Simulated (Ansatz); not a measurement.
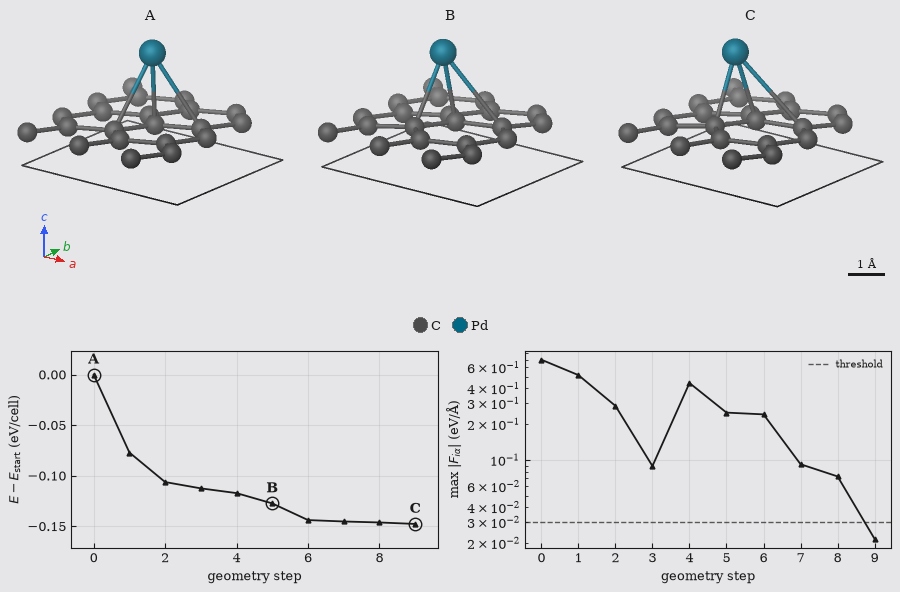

Frames of a relaxation of a slab of composition PdC$_{18}$, marked on the history of the run. Style: ball-and-stick. Shown: the cell of the calculation, outlined in the plane, without the vacuum (origin shifted), slightly off an axis.

It is Pd on graphene monolayer, set down by a guess. The run prepares an end point of a later path (adatom hop) calculation, from a guessed geometry.

The calculation used Ansatz, DFT PBE, scalar-relativistic, plane waves, PAW.

The input:
```yaml
crystal:
  lattice:
    - [7.398, 0.0, 0.0]
    - [-3.699, 6.406856, 0.0]
    - [0.0, 0.0, 13.0]
  atoms:
    - { symbol: C, position: [0.0, 0.0, 0.0769231] }
    - { symbol: C, position: [0.2222222, 0.1111111, 0.0769231] }
    - { symbol: C, position: [0.0, 0.3333333, 0.0769231] }
    - { symbol: C, position: [0.2222222, 0.4444444, 0.0769231] }
    - { symbol: C, position: [0.0, 0.6666667, 0.0769231] }
    - { symbol: C, position: [0.2222222, 0.7777778, 0.0769231] }
    - { symbol: C, position: [0.3333333, 0.0, 0.0769231] }
    - { symbol: C, position: [0.5555556, 0.1111111, 0.0769231] }
    - { symbol: C, position: [0.3333333, 0.3333333, 0.0769231] }
    - { symbol: C, position: [0.5555556, 0.4444444, 0.0769231] }
    - { symbol: C, position: [0.3333333, 0.6666667, 0.0769231] }
    - { symbol: C, position: [0.5555556, 0.7777778, 0.0769231] }
    - { symbol: C, position: [0.6666667, 0.0, 0.0769231] }
    - { symbol: C, position: [0.8888889, 0.1111111, 0.0769231] }
    - { symbol: C, position: [0.6666667, 0.3333333, 0.0769231] }
    - { symbol: C, position: [0.8888889, 0.4444444, 0.0769231] }
    - { symbol: C, position: [0.6666667, 0.6666667, 0.0769231] }
    - { symbol: C, position: [0.8888889, 0.7777778, 0.0769231] }
    - { symbol: Pd, position: [0.6845155, 0.6158681, 0.2423077] }
basis:
  ecutwfc: 420.0
kpoints:
  mp_grid: { grid: [2, 2, 1] }
hamiltonian:
  xc: pbe
scf:
  occupations: { method: gaussian, width: 0.02 }
  lower_state_search: "off"
relax:
  f_tol: 0.03
  max_steps: 60
  adjacent_minimum: "off"
```

Run as
```bash
ansatz run input.yaml --threads 1 --pin off --max-ram 3072MiB --backend cpu --events-out ev --progress --plain --runs-dir out
```

Describe the path.

Pd19 moves most relative to the layer's centre: 0.48 Å within the plane. By element the largest moves are Pd 0.48 Å, C 0.14 Å. The cell stays as it was. Near-neighbour distances that change, for instance: C18–Pd19 2.556 → 2.871 Å, C10–Pd19 2.435 → 2.164 Å, C17–Pd19 2.198 → 2.164 Å, C12–C13 1.424 → 1.407 Å. Among the angles between lasting bonds that change: C18–C17–Pd19 87.0° → 103.8°, C10–C17–Pd19 81.5° → 70.5°, C15–C10–Pd19 96.4° → 103.9°. The energy falls by 0.148 eV per cell of the calculation in 9 geometry steps. Largest force component: 0.7 eV/Å at the start, 0.022 eV/Å at the end. The run took 70 s on 1 thread of Intel(R) Xeon(R) Platinum 8175M CPU @ 2.50GHz (Skylake/Cascade Lake), with other jobs on the host, peak memory 0.78 GiB. From step 0 to 5: Pd19 moves most (0.26 Å), energy −0.127 eV per cell of the calculation. From step 5 to 9: Pd19 moves most (0.22 Å), energy −20.3 meV per cell of the calculation.

| step | E − E(0), meV/atom | largest force component, eV/Å |
| --- | --- | --- |
| 0 | 0.00 | 0.6974 |
| 1 | -4.05 | 0.5177 |
| 2 | -5.59 | 0.2854 |
| 3 | -5.92 | 0.0890 |
| 4 | -6.17 | 0.4442 |
| 5 | -6.70 | 0.2505 |
| 6 | -7.57 | 0.2421 |
| 7 | -7.64 | 0.0923 |
| 8 | -7.69 | 0.0729 |
| 9 | -7.77 | 0.0218 |

Limits of the set-up: the periodic images lie only 7.4 Å apart, so the values are limited by the cell's size.
